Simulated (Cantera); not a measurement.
A closed system holds: 1 mol SiO₂, 3.5 mol CH₄, 8.6 mol N₂, equilibrated at 0.975 Torr.

Method: chemical equilibrium by Gibbs-energy minimisation in Cantera with the NASA 1993 tables (ideal gas, pure condensed phases). Candidate condensed phases: C, C₆H₆, C₇H₈, C₈H₁₈, H₂O, Si, SiC, SiO₂, Si₂N₂O, Si₃N₄; 151 gas species. The tables' values for SiN are old estimates; treat these amounts as uncertain. Equilibrium is a limit: real reactors are often held back by kinetics, nucleation or transport.

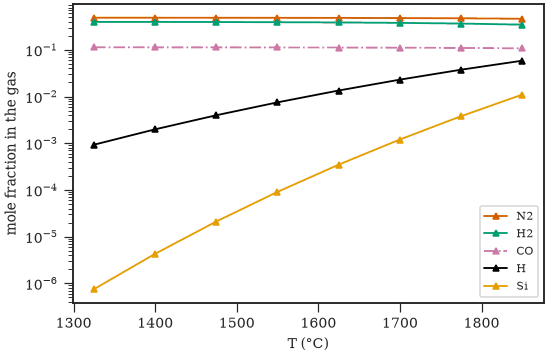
Figure. Equilibrium gas composition (values under 1e-9 drawn at 1e-9)

**Question.** Read off the mole fractions at 1625 °C.

**Answer.** N₂ about 0.48, H₂ about 0.39, CO about 0.11, H about 0.013, Si about 0.00035.
